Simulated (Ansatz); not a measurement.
Consider MgO in the rock salt structure (space group Fm-3m, No. 225; a = 4.2044 Å).

The change: a fraction x = 0.75 of the Mg sites is given to Sr, ordered in a cell of 8 atoms (starting symmetry P4/mmm) and fully relaxed.

Method: r2SCAN in Ansatz (plane waves to 500 eV, PAW, scalar-relativistic without spin-orbit coupling).

The zone is the changed cell's own and can be folded.

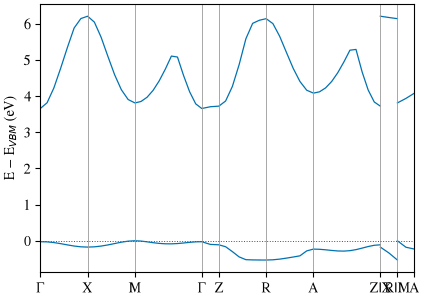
Highest valence and lowest conduction band along the path of the changed cell's own zone

Task: From the figure, how large is the changed gap, and is it direct?

Result: About 3.7 eV, indirect, M → Γ.

These are small ordered cells, not random alloys; other orderings at the same x differ. No phonon test of stability was made. k-point labels follow each cell's own Brillouin zone.

Ansatz is an electronic-structure program.
